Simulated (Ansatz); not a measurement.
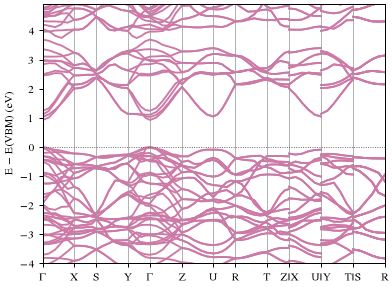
Figure. Band structure from DFT-PBEsol in the program Ansatz with PAW potentials

### Question
Read off the gap and where the band edges lie.

### Answer
About 0.9 eV (0.92 eV by a search for the band edges); maximum at Γ, minimum at Γ.

The material is BaZrS$_{3}$ in space group Pnma (No. 62; Ba on 4c, Zr on 4a, S on 4c, S on 8d).

Symmetry was held in the PBEsol relaxation. The run is not spin-polarised. Scalar-relativistic: spin–orbit coupling is off unless named, which matters more the heavier the elements.

Potentials: the later of the program's two PAW sets.
